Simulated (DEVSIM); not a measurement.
Device: Pt/HfO2/SiO2/p-Si capacitor, at 300 K.

```
layer (left to right)  material  thickness (nm)  Na (cm⁻³)
---------------------  --------  --------------  ---------
1                          HfO2            7.30          -
2                          SiO2           0.560          -
3                            Si             550     1.1e18
```

Metal gate on the left, work function 5.6 eV. Fixed charge at the semiconductor interface -2.2e11 cm⁻² (in units of +e); interface traps 6.1e11 cm⁻² eV⁻¹, uniform in energy, neutral level at 0.5 of the gap above the valence band.

Constants are typed, rounded textbook-type inputs, not results; the design itself was drawn at random and stands for no fabricated device. Values at 300 K.

| parameter | HfO2 | SiO2 | Si |
|---|---|---|---|
| gap (eV) | 5.7 | 9 | 1.124 |
| affinity (eV) | 2.5 | 0.9 | 4.05 |
| permittivity | 22 | 3.9 | 11.7 |
| Nc (cm⁻³) | - | - | 2.86e19 |
| Nv (cm⁻³) | - | - | 3.1e19 |

Model (solved in DEVSIM): 1D Poisson equation in equilibrium, Boltzmann statistics, complete ionisation; no quantum confinement or tunnelling. Metal contacts follow the ideal Schottky-Mott rule: no Fermi-level pinning, no interface dipoles.

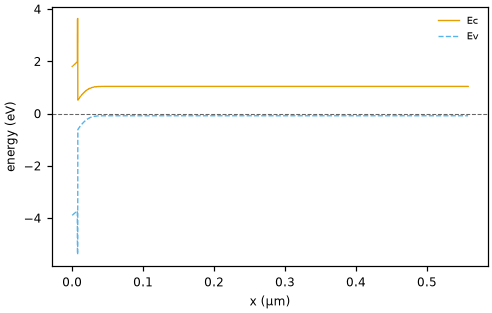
*Band edges at 1.3 V on the gate*

Energies count from the Fermi level of the right contact; mesh points crowd at the junctions.

| x (μm) | Ec (eV) | Ev (eV) | n (cm⁻³) | p (cm⁻³) | field (V/cm) |
|---|---|---|---|---|---|
| 0.000 | 1.800 | -3.900 | < 1e2 | < 1e2 | 240000 |
| 0.001003 | 1.824 | -3.876 | < 1e2 | < 1e2 | 240000 |
| 0.002490 | 1.860 | -3.840 | < 1e2 | < 1e2 | 240000 |
| 0.004651 | 1.913 | -3.787 | < 1e2 | < 1e2 | 240000 |
| 0.006614 | 1.960 | -3.740 | < 1e2 | < 1e2 | 240000 |
| 0.007459 | 3.600 | -5.400 | < 1e2 | < 1e2 | 1400000 |
| 0.007750 | 3.639 | -5.361 | < 1e2 | < 1e2 | 1400000 |
| 0.009227 | 0.560 | -0.564 | 1.1e10 | 1.0e10 | 390000 |
| 0.01150 | 0.644 | -0.480 | 4.3e8 | 2.7e11 | 350000 |
| 0.01614 | 0.790 | -0.334 | 1500000 | 7.6e13 | 270000 |
| 0.02525 | 0.970 | -0.154 | 1400 | 8.1e16 | 120000 |
| 0.05133 | 1.038 | -0.086 | 110 | 1.1e18 | 340 |
| 0.09145 | 1.038 | -0.086 | 110 | 1.1e18 | ≈ 0 |
| 0.1732 | 1.038 | -0.086 | 110 | 1.1e18 | ≈ 0 |
| 0.3685 | 1.038 | -0.086 | 110 | 1.1e18 | ≈ 0 |
| 0.4620 | 1.038 | -0.086 | 110 | 1.1e18 | ≈ 0 |
| 0.5097 | 1.038 | -0.086 | 110 | 1.1e18 | ≈ 0 |
| 0.5330 | 1.038 | -0.086 | 110 | 1.1e18 | ≈ 0 |
| 0.5482 | 1.038 | -0.086 | 110 | 1.1e18 | ≈ 0 |
| 0.5535 | 1.038 | -0.086 | 110 | 1.1e18 | ≈ 0 |
| 0.5562 | 1.038 | -0.086 | 110 | 1.1e18 | ≈ 0 |
| 0.5579 | 1.038 | -0.086 | 110 | 1.1e18 | ≈ 0 |
